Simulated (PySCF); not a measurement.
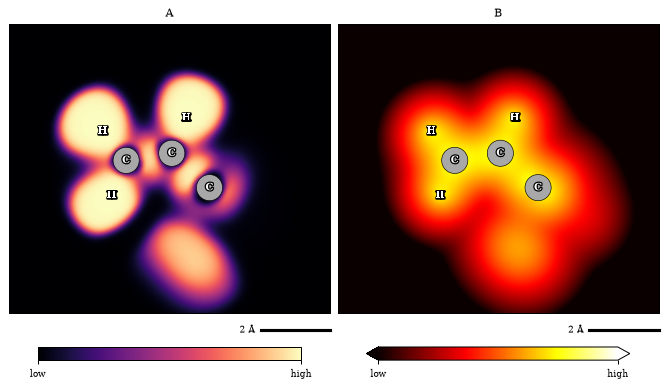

C$_{5}$H$_{8}$Cl (SMILES C=C[C+](C)CCl) (charge +1): 2 fields on the plane of atoms C2, C1 and H8, with unlabelled colour scales. Grey discs cover the atomic cores.

Geometry: PBE0-D3(BJ)/def2-SVP.

Method: CAM-B3LYP/pcSseg-1, SCF density, gas phase, non-relativistic (PySCF).

Question: Which field does each panel show? The fields are: electron density and electron localisation function.

Answer: Panel A: electron localisation function. Panel B: electron density. From the grid: C–C (1.33 Å): the density is about 2.3 e/Å³ at the midpoint; the ELF peaks at about 0.90 between the atoms; a multiple bond. C–H (1.09 Å): the density is about 2 e/Å³ at the midpoint; the ELF climbs to about 1 towards the hydrogen, as it does in any bond to H: an ordinary covalent bond to hydrogen.
